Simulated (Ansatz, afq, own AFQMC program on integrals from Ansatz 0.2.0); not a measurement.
# H₂O (triplet): AFQMC on the coupled-cluster ladder at distance H1–H2 along a hydrogen transfer = 0.976 Å, cc-pVTZ

How near does AFQMC come to the top of the ladder for H₂O (triplet)?

Computed with Ansatz 0.2.0, Gaussian basis, and an in-house AFQMC program (afq) on its integrals; all values are calculated. Level: cc-pVTZ, frozen cores.

To be run: PBE (unrestricted); r2SCAN (unrestricted); PBE0 (unrestricted); B3LYP (unrestricted); wB97M-V (unrestricted); B2PLYP (unrestricted); CCSD(T) on UHF; CCSDT(Q) on UHF; Phaseless AFQMC, CISD trial on UHF.

## 1. The geometry

The geometry derives from fragments relaxed apart (PBE0/def2-TZVP) and kept rigid, so it is no stationary point. A hydrogen atom is moved between rigid fragments.

3 atoms, charge 0, spin multiplicity 3.

Atoms are counted from 1 here; the program's logs count them from 0.

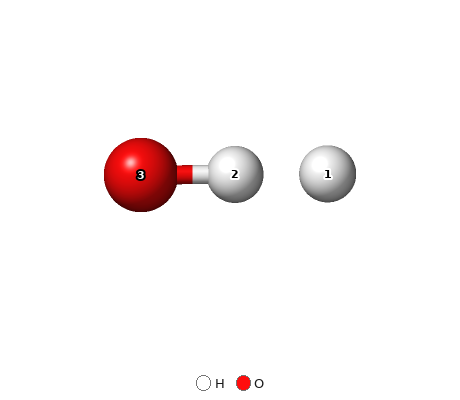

The structure; hydrogen white, oxygen red; atoms are numbered from 1 in the order of the file.

## 2. PBE (unrestricted)

Contents of in.yaml:

```yaml
crystal:
  periodic: [false, false, false]
  atoms:
    - {symbol: H, position_ang: [0.000000, 0.000000, -0.980667]}
    - {symbol: H, position_ang: [0.000000, 0.000000, -0.004667]}
    - {symbol: O, position_ang: [0.000000, 0.000000, 0.985333]}
basis:
  gaussian: {orbitals: cc-pVTZ}
magnetization: {spin_polarized: true, initial_magnetization: 2}
hamiltonian: {xc: {name: PBE}}
output: {orbitals: {seedname: orbitals}}
```

Command:

```sh
$ ansatz run in.yaml --threads 1 --pin off --events-out ev --progress --plain --max-ram 5632MiB --backend cpu
```

Standard output:

```text
Functional definition: PBE
  name "PBE"
  cite "Perdew, Burke & Ernzerhof, Phys. Rev. Lett. 77, 3865 (1996) doi:10.1103/PhysRevLett.77.3865"
  parent pbe
  parameter kappa = 0.804
  parameter beta = 0.06672455060314922
  exchange = pbe_x(kappa = kappa, mu = beta*pi^2/3)
  correlation = pbe_c(beta = beta)
287 factors; their error is unknown
mean field evaluation 1: about -2071.3032 eV, gradient 2.0e1 eV
mean field evaluation 2: about -2068.9119 eV, gradient 3.2e1 eV
mean field evaluation 4: about -2072.5848 eV, gradient 6.4e-1 eV
mean field evaluation 8: about -2072.5798 eV, gradient 1.4e-1 eV
mean field evaluation 16: about -2072.3401 eV, gradient 9.3e0 eV
mean field -2072.57988916 eV, -76.1659060815 hartree, gradient 1.9e-5 eV, S^2 2.004369; 2 other end points of the search recorded, 0 dependent functions left out
reference -2072.57991149 eV, -76.1659069020 hartree; 6, 4 occupied and 52, 54 virtual orbitals, 287 factors
Total energy: -2072.57991149 eV, -76.1659069020 hartree
```

Run time: 0.48 s. Hardware: 1 thread of AMD EPYC 7R13 (Zen 3), shared host; peak memory 1.6 GiB.

From the report: ⟨S²⟩ of the determinant 2.004 (pure triplet: 2.00).

## 3. r2SCAN (unrestricted)

in.yaml, as its differences from that of step 2:

```diff
@@ -9,3 +9,2 @@
 magnetization: {spin_polarized: true, initial_magnetization: 2}
-hamiltonian: {xc: {name: PBE}}
-output: {orbitals: {seedname: orbitals}}
+hamiltonian: {xc: {name: r2SCAN}}
```

Same command.

Standard output:

```text
Functional definition: r2SCAN
  name "r2SCAN"
  cite "Furness, Kaplan, Ning, Perdew & Sun, J. Phys. Chem. Lett. 11, 8208 (2020) doi:10.1021/acs.jpclett.0c02405"
  cite "Furness, Kaplan, Ning, Perdew & Sun, J. Phys. Chem. Lett. 11, 9248 (2020) doi:10.1021/acs.jpclett.0c03077"
  parent r2scan
  parameter k0 = 0.174
  parameter k1 = 0.065
  parameter a1 = 4.9479
  exchange = r2scan_x(k0 = k0, k1 = k1, a1 = a1)
  correlation = r2scan_c
287 factors; their error is unknown
mean field evaluation 1: about -2072.9331 eV, gradient 1.8e1 eV
mean field evaluation 2: about -2071.9510 eV, gradient 2.4e1 eV
mean field evaluation 4: about -2073.9852 eV, gradient 6.2e-1 eV
mean field evaluation 8: about -2073.9831 eV, gradient 2.4e-3 eV
mean field -2073.98308350 eV, -76.2174725223 hartree, gradient 4.2e-5 eV, S^2 2.007769; 0 other end points of the search recorded, 0 dependent functions left out
reference -2073.98309072 eV, -76.2174727878 hartree; 6, 4 occupied and 52, 54 virtual orbitals, 287 factors
Total energy: -2073.98309072 eV, -76.2174727878 hartree
```

Wall time 0.67 s (1 thread of AMD EPYC 7R13 (Zen 3), shared host); peak memory 1.6 GiB.

From the report: ⟨S²⟩ of the determinant 2.008 (pure triplet: 2.00).

## 4. PBE0 (unrestricted)

in.yaml, as its differences from that of step 3:

```diff
@@ -9,2 +9,3 @@
 magnetization: {spin_polarized: true, initial_magnetization: 2}
-hamiltonian: {xc: {name: r2SCAN}}
+hamiltonian: {xc: {name: PBE0}}
+output: {orbitals: {seedname: orbitals}}
```

Same command.

Standard output:

```text
Functional definition: PBE0
  name "PBE0"
  cite "Adamo & Barone, J. Chem. Phys. 110, 6158 (1999) doi:10.1063/1.478522"
  cite "Perdew, Burke & Ernzerhof, Phys. Rev. Lett. 77, 3865 (1996) doi:10.1103/PhysRevLett.77.3865"
  parent pbe
  parameter a = 0.25
  parameter kappa = 0.804
  parameter beta = 0.06672455060314922
  exchange = (1 - a)*pbe_x(kappa = kappa, mu = beta*pi^2/3) + a*exact_x
  correlation = pbe_c(beta = beta)
287 factors; their error is unknown
mean field evaluation 1: about -2071.8266 eV, gradient 1.5e1 eV
mean field evaluation 2: about -2071.5884 eV, gradient 1.7e1 eV
mean field evaluation 4: about -2072.6585 eV, gradient 3.2e-1 eV
mean field evaluation 8: about -2072.6573 eV, gradient 1.3e-1 eV
mean field -2072.65734107 eV, -76.1687523868 hartree, gradient 2.0e-5 eV, S^2 2.007302; 0 other end points of the search recorded, 0 dependent functions left out
reference -2072.65735839 eV, -76.1687530231 hartree; 6, 4 occupied and 52, 54 virtual orbitals, 287 factors
Total energy: -2072.65735839 eV, -76.1687530231 hartree
```

Run time: 0.39 s. Hardware: 1 thread of AMD EPYC 7R13 (Zen 3), shared host; peak memory 1.6 GiB.

From the report: ⟨S²⟩ of the determinant 2.007 (pure triplet: 2.00).

## 5. B3LYP (unrestricted)

in.yaml, as its differences from that of step 4:

```diff
@@ -9,3 +9,2 @@
 magnetization: {spin_polarized: true, initial_magnetization: 2}
-hamiltonian: {xc: {name: PBE0}}
-output: {orbitals: {seedname: orbitals}}
+hamiltonian: {xc: {name: B3LYP}}
```

Launched as before.

Standard output:

```text
Functional definition: B3LYP
  name "B3LYP"
  cite "Stephens, Devlin, Chabalowski & Frisch, J. Phys. Chem. 98, 11623 (1994) doi:10.1021/j100096a001"
  cite "Becke, Phys. Rev. A 38, 3098 (1988) doi:10.1103/PhysRevA.38.3098"
  cite "Lee, Yang & Parr, Phys. Rev. B 37, 785 (1988) doi:10.1103/PhysRevB.37.785"
  cite "Vosko, Wilk & Nusair, Can. J. Phys. 58, 1200 (1980) doi:10.1139/p80-159"
  parameter a0 = 0.2
  parameter ax = 0.72
  parameter ac = 0.81
  exchange = (1 - a0 - ax)*slater_x + ax*b88_x + a0*exact_x
  correlation = (1 - ac)*vwn_rpa_c + ac*lyp_c
287 factors; their error is unknown
mean field evaluation 1: about -2074.0255 eV, gradient 1.7e1 eV
mean field evaluation 2: about -2073.2863 eV, gradient 2.2e1 eV
mean field evaluation 4: about -2075.0103 eV, gradient 3.5e-1 eV
mean field evaluation 8: about -2075.0082 eV, gradient 2.9e-3 eV
mean field -2075.00822561 eV, -76.2551458000 hartree, gradient 1.6e-5 eV, S^2 2.006446; 0 other end points of the search recorded, 0 dependent functions left out
reference -2075.00836782 eV, -76.2551510264 hartree; 6, 4 occupied and 52, 54 virtual orbitals, 287 factors
Total energy: -2075.00836782 eV, -76.2551510264 hartree
```

Run time: 0.36 s. Hardware: 1 thread of AMD EPYC 7R13 (Zen 3), shared host; peak memory 1.6 GiB.

From the report: ⟨S²⟩ of the determinant 2.006 (pure triplet: 2.00).

## 6. wB97M-V (unrestricted)

in.yaml, as its differences from that of step 5:

```diff
@@ -9,2 +9,3 @@
 magnetization: {spin_polarized: true, initial_magnetization: 2}
-hamiltonian: {xc: {name: B3LYP}}
+hamiltonian: {xc: {name: wB97M-V}}
+output: {orbitals: {seedname: orbitals}}
```

The command is unchanged.

Standard output (excerpt; [...] marks lines left out):

```text
Functional definition: wB97M-V
  name "wB97M-V"
  cite "Mardirossian & Head-Gordon, J. Chem. Phys. 144, 214110 (2016) doi:10.1063/1.4952647"
  cite "Becke, J. Chem. Phys. 107, 8554 (1997) doi:10.1063/1.475007"
  cite "Vydrov & Van Voorhis, J. Chem. Phys. 133, 244103 (2010) doi:10.1063/1.3521275"
  # Of w^i u^j: cxij and so on, Table III.
[...]
  gx(w, u) = 1 - cx + cx01*u + cx10*w
  gss(w, u) = css00 + css04*u^4 + css10*w + css20*w^2 + css43*w^4*u^3
  gos(w, u) = cos00 + cos10*w + (cos20 + cos21*u)*w^2 + (cos60 + cos61*u)*w^6
[...]
      + integral(e_c_pw_mod_opposite_spin*gos(b97_w_opposite, b97_u_opposite)) + vv10(b, c)
287 factors; their error is unknown
69 factors; integrals over basis functions are off by at most 4.1e-5 eV
[...]
mean field -2073.83958087 eV, -76.2121988982 hartree, gradient 6.8e-5 eV, S^2 2.006333; 0 other end points of the search recorded, 0 dependent functions left out
reference -2073.83960278 eV, -76.2121997031 hartree; 6, 4 occupied and 52, 54 virtual orbitals, 287 factors
Total energy: -2073.83960278 eV, -76.2121997031 hartree
```

Wall time 1.2 s (1 thread of AMD EPYC 7R13 (Zen 3), shared host); peak memory 1.6 GiB.

From the report: ⟨S²⟩ of the determinant 2.006 (pure triplet: 2.00).

## 7. B2PLYP (unrestricted)

in.yaml, as its differences from that of step 6:

```diff
@@ -9,3 +9,3 @@
 magnetization: {spin_polarized: true, initial_magnetization: 2}
-hamiltonian: {xc: {name: wB97M-V}}
-output: {orbitals: {seedname: orbitals}}
+hamiltonian: {xc: {name: B2PLYP}}
+correlation: {electrons: outside_noble_gas}
```

Launched as before.

Standard output (excerpt; [...] marks lines left out):

```text
Functional definition: B2PLYP
  name "B2PLYP"
  cite "Grimme, J. Chem. Phys. 124, 034108 (2006) doi:10.1063/1.2148954"
  cite "Becke, Phys. Rev. A 38, 3098 (1988) doi:10.1103/PhysRevA.38.3098"
  cite "Lee, Yang & Parr, Phys. Rev. B 37, 785 (1988) doi:10.1103/PhysRevB.37.785"
[...]
335 factors; integrals over basis functions are off by at most 1.3e-3 eV
[...]
mean field -2071.62560815 eV, -76.1308369013 hartree, gradient 2.9e-6 eV, S^2 2.012142; 0 other end points of the search recorded, 0 dependent functions left out
1 core orbitals not correlated: weight in the atoms' cores, before any rotation towards them, 1.000 or more for the frozen orbitals, at most 0.000 for the correlated occupied ones
reference -2071.62570044 eV, -76.1308402928 hartree; 5, 3 occupied and 52, 54 virtual orbitals, 335 factors
second order -6.72724340 eV of doubles, -0.00000000 eV of singles
Total energy: -2073.44205616 eV, -76.1975901343 hartree
```

Wall time 0.48 s (1 thread of AMD EPYC 7R13 (Zen 3), shared host); peak memory 1.6 GiB.

From the report: ⟨S²⟩ of the determinant 2.012 (pure triplet: 2.00).

## 8. CCSD(T) on UHF

in.yaml, as its differences from that of step 7:

```diff
@@ -9,3 +9,2 @@
 magnetization: {spin_polarized: true, initial_magnetization: 2}
-hamiltonian: {xc: {name: B2PLYP}}
-correlation: {electrons: outside_noble_gas}
+correlation: {method: ccsd_t, electrons: outside_noble_gas, hamiltonian_folder: ham}
```

Command:

```sh
$ ansatz run in.yaml --threads 1 --pin off --events-out ev --progress --plain --max-ram 16896MiB --backend cuda --devices 0, --max-vram 18GiB
```

Standard output (excerpt; [...] marks lines left out):

```text
Functional definition: HF
  name "HF"
  cite "Fock, Z. Phys. 61, 126 (1930) doi:10.1007/BF01340294"
  parent pbe
[...]
335 factors; integrals over basis functions are off by at most 1.3e-3 eV
[...]
mean field -2065.05823696 eV, -75.8894904616 hartree, gradient 3.6e-6 eV, S^2 2.022967; 3 other end points of the search recorded, 0 dependent functions left out
determinant -2065.05823696 eV, -75.8894904616 hartree, with singles and doubles -2071.16103956 eV, -76.1137643206 hartree
determinant -2062.28806340 eV, -75.7876884607 hartree, with singles and doubles -2067.90903675 eV, -75.9942554213 hartree
1 core orbitals not correlated: weight in the atoms' cores, before any rotation towards them, 1.000 or more for the frozen orbitals, at most 0.000 for the correlated occupied ones
reference -2065.05823696 eV, -75.8894904616 hartree; 5, 3 occupied and 52, 54 virtual orbitals, 335 factors
second order -5.63198379 eV of doubles, -0.00000000 eV of singles
cycle   1  -6.06765224 eV  change   -7.3e-1 eV  update   1.3e-2
[...]
cycle   9  -6.08471021 eV  change    3.4e-6 eV  update   2.7e-6
perturbative correction -0.15771399 eV, -0.0057958821 hartree
Total energy: -2071.30066116 eV, -76.1188953197 hartree
```

Wall time 7 s (1 × NVIDIA H100 80GB HBM3 with 1 thread of AMD EPYC 7R13 (Zen 3), shared host); peak host memory 1.6 GiB.

From the report: ⟨S²⟩ of the determinant 2.023 (pure triplet: 2.00); correlation -6.2424 eV; T1 0.013; largest double amplitude 0.04.

This run also writes the integrals to the folder ham.

## 9. CCSDT(Q) on UHF

in.yaml, as its differences from that of step 8:

```diff
@@ -9,2 +9,2 @@
 magnetization: {spin_polarized: true, initial_magnetization: 2}
-correlation: {method: ccsd_t, electrons: outside_noble_gas, hamiltonian_folder: ham}
+correlation: {method: ccsdt_q, electrons: outside_noble_gas}
```

Same command.

Standard output (excerpt; [...] marks lines left out):

```text
Functional definition: HF
  name "HF"
  cite "Fock, Z. Phys. 61, 126 (1930) doi:10.1007/BF01340294"
  parent pbe
[...]
648 factors; integrals over basis functions are off by at most 2.3e-7 eV
[...]
mean field -2065.05823845 eV, -75.8894905163 hartree, gradient 3.6e-6 eV, S^2 2.022967; 3 other end points of the search recorded, 0 dependent functions left out
determinant -2065.05823845 eV, -75.8894905163 hartree, with singles and doubles -2071.16105401 eV, -76.1137648515 hartree
determinant -2062.28806283 eV, -75.7876884398 hartree, with singles and doubles -2067.90904594 eV, -75.9942557592 hartree
1 core orbitals not correlated: weight in the atoms' cores, before any rotation towards them, 1.000 or more for the frozen orbitals, at most 0.000 for the correlated occupied ones
reference -2065.05823845 eV, -75.8894905163 hartree; 5, 3 occupied and 52, 54 virtual orbitals, 648 factors
second order -5.63199803 eV of doubles, -0.00000000 eV of singles
cycle   1  -5.91252771 eV  change   -2.8e-1 eV  update   4.9e-2
[...]
cycle  15  -6.25323223 eV  change   -1.9e-7 eV  update   2.3e-7
perturbative correction -0.00573138 eV, -0.0002106242 hartree
Total energy: -2071.31720206 eV, -76.1195031865 hartree
```

Run time: 12 s. Hardware: 1 × NVIDIA H100 80GB HBM3 with 1 thread of AMD EPYC 7R13 (Zen 3), shared host; peak host memory 1.6 GiB.

From the report: ⟨S²⟩ of the determinant 2.023 (pure triplet: 2.00); correlation -6.2590 eV; T1 0.013; largest double amplitude 0.05.

## 10. Phaseless AFQMC, CISD trial on UHF

It reads the integrals that the CCSD(T) run on this determinant wrote.

Command:

```sh
$ afq ham --method phaseless --trial cisd --walkers 4000 --populations 20 --least-time 60 --time-step 0.005 --steps-per-block 50 --equilibration-blocks 28 --max-blocks 4000 --target-error 0.00017 --factor-cut 1e-05 --start spin_pure --seed 5221 --release-times 0.24,0.51,0.99,1.62,2.4 --release-step 0.03 --release-every 3 --taylor-order 6
```

Standard output:

```text
orbitals 57  electrons 5 3  factors 335 of 335
reference energy -75.88949046 Eh
CCSD correlation -0.22360901 Eh in 10 cycles, weight of the determinant in the CISD state 0.9422
energy of the start -76.112522 Eh
 block  time / (1/Eh)  mean weight  energy / Eh
     1     0.250  0.9998  -76.113841
     2     0.500  0.9997  -76.116057
     3     0.750  0.9998  -76.117746
     4     1.000  1.0000  -76.118391
     5     1.250  1.0003  -76.118629
     6     1.500  1.0003  -76.118739
     7     1.750  0.9998  -76.118703
     8     2.000  1.0003  -76.118679
     9     2.250  1.0003  -76.118862
    10     2.500  1.0001  -76.119694
    11     2.750  1.0001  -76.119881
    12     3.000  1.0003  -76.119297
    13     3.250  1.0001  -76.119455
    14     3.500  0.9998  -76.119435
    15     3.750  0.9999  -76.119814
    16     4.000  1.0002  -76.119853
    17     4.250  1.0001  -76.119178
    18     4.500  1.0003  -76.118958
    19     4.750  1.0002  -76.119384
    20     5.000  1.0001  -76.119389
    21     5.250  1.0002  -76.119089
    22     5.500  0.9995  -76.119729
    23     5.750  0.9997  -76.119396
    24     6.000  1.0004  -76.119839
    25     6.250  1.0001  -76.119353
    26     6.500  1.0003  -76.118926
    27     6.750  0.9995  -76.119141
    28     7.000  1.0004  -76.119080
    29     7.250  1.0001  -76.119942
    30     7.500  0.9998  -76.119444
    31     7.750  0.9998  -76.119300
    32     8.000  0.9998  -76.118881
    33     8.250  0.9997  -76.119352
    34     8.500  1.0000  -76.119634
    35     8.750  0.9999  -76.119786
    36     9.000  1.0002  -76.119388
    37     9.250  0.9996  -76.118721
    38     9.500  1.0002  -76.119025
    39     9.750  1.0003  -76.118943
    40    10.000  0.9999  -76.119591
    41    10.250  0.9999  -76.119246
    42    10.500  0.9998  -76.118874
    43    10.750  0.9995  -76.118766
    44    11.000  1.0002  -76.119260
    45    11.250  1.0001  -76.119567
    46    11.500  1.0002  -76.119079
    47    11.750  0.9997  -76.119052
    48    12.000  0.9998  -76.118771
    49    12.250  1.0007  -76.118883
    50    12.500  0.9993  -76.119283
    51    12.750  1.0007  -76.119088
    52    13.000  1.0005  -76.118688
    53    13.250  1.0002  -76.119106
    54    13.500  0.9999  -76.119140
    55    13.750  0.9998  -76.119131
    56    14.000  1.0003  -76.118893
    57    14.250  0.9998  -76.119138
    58    14.500  1.0001  -76.118826
    59    14.750  1.0001  -76.119233
    60    15.000  1.0002  -76.118817
    61    15.250  0.9996  -76.119106
    62    15.500  1.0000  -76.118856
    63    15.750  0.9998  -76.119299
    64    16.000  1.0003  -76.119884
    65    16.250  1.0002  -76.119331
    66    16.500  1.0004  -76.119400
    67    16.750  1.0002  -76.119514
    68    17.000  1.0000  -76.119090
    69    17.250  0.9996  -76.118957
    70    17.500  1.0002  -76.118825
    71    17.750  1.0002  -76.118759
    72    18.000  1.0000  -76.118891
    73    18.250  1.0003  -76.118729
    74    18.500  1.0003  -76.118594
    75    18.750  1.0002  -76.119007
    76    19.000  1.0002  -76.118891
    77    19.250  0.9999  -76.119323
    78    19.500  1.0000  -76.119184
error from the spread of 20 populations
released: time / (1/Eh)  energy / Eh  error  mean overlap
  0.24  -76.120122  0.000703  0.9963
  0.51  -76.119505  0.000061  0.9893
  0.99  -76.120022  0.000527  0.9827
  1.62  -76.119660  0.000108  0.9675
  2.40  -76.119597  0.000116  0.9567
energy -76.119130 +/- 0.000089 Eh
```

Run time: 2.3 min. Hardware: 1 × NVIDIA H100 80GB HBM3 with 2 threads of AMD EPYC 7R13 (Zen 3), shared host; peak host memory 1.6 GiB.

Energy -2071.3070 ± 0.0024 eV. Caveats: constraint bias not in the error.

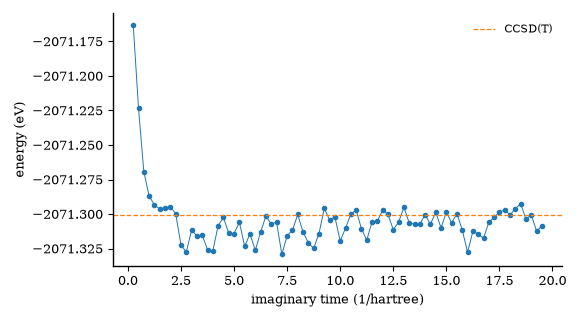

Block energies along the walk.

## 11. All levels side by side

On the UHF determinant, counted from CCSDT(Q) (a yardstick, not exact):

| level | energy (eV) | from CCSDT(Q) (meV) | statistical error (meV) | time |
| --- | --- | --- | --- | --- |
| HF | -2065.0582 | +6259.0 |  |  |
| MP2 | -2070.6902 | +627.0 |  |  |
| CCSD | -2071.1429 | +174.3 |  |  |
| CCSD(T) | -2071.3007 | +16.5 |  |  |
| CCSDT(Q) | -2071.3172 | 0.0 |  |  |
| Phaseless AFQMC, CISD trial, step 0.005, 4000 walkers | -2071.3070 | +10.2 | 2.4 | 2.3 min |

The functionals' totals stand on their own zeros and serve differences with other points: PBE -2072.580 eV; r2SCAN -2073.983 eV; PBE0 -2072.657 eV; B3LYP -2075.008 eV; wB97M-V -2073.840 eV; B2PLYP -2073.442 eV.

## 12. Summary of results

```
                                        quantity            value
                    CCSD(T) on UHF from CCSDT(Q)        +16.5 meV
Phaseless AFQMC, CISD trial on UHF from CCSDT(Q)  +10.2 ± 2.4 meV
```

In words: On UHF the phaseless walk with the CISD trial lies +10.2 meV from CCSDT(Q), 4 times its error bar. Error bars are statistical and leave out the constraint, the time step and what remains of the start.
